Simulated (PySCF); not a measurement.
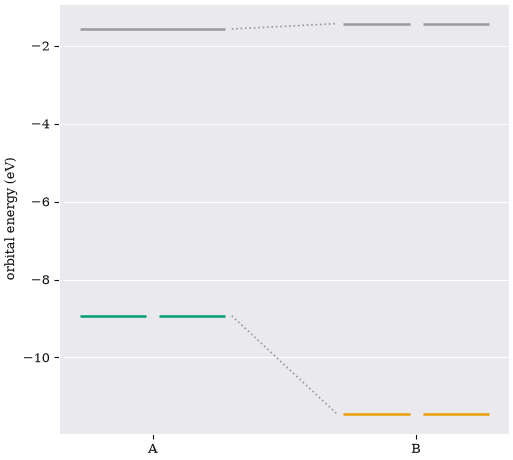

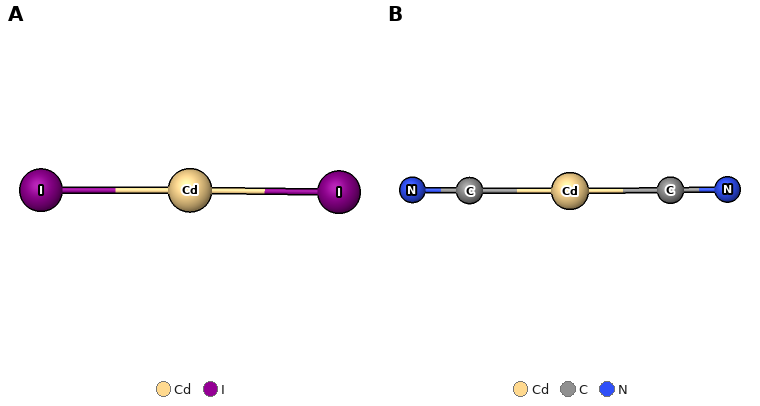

Related molecules: A is CdI₂, SMILES [I][Cd][I], singlet; B is C₂CdN₂ (Cd(CN)2), SMILES N#[C][Cd][C]#N, singlet. Frontier orbital energies, CAM-B3LYP/def2-SVPD, PySCF, at a PBE0-D3(BJ)/def2-SVP geometry (no frequency check); drawn are at most three filled levels and, in grey, the LUMO with any level within 0.03 eV of it; dotted lines join the HOMOs and the LUMOs.

Q: What does the change do to the frontier levels?

A: From A to B the HOMO falls by 2.52 eV and the LUMO rises by 0.14 eV, so the separation goes from 7.36 to 10.02 eV.

Q: Does the ΔSCF ionisation energy follow the HOMO?

A: A: −ε(HOMO) 8.93, ΔSCF 9.82 eV; B: −ε(HOMO) 11.45, ΔSCF 12.52 eV.

Limits of at least one run: effective core potentials, which hold scalar relativity, on atoms heavier than Kr; spin-orbit coupling is left out, and with I it can shift these levels and split any degenerate set.
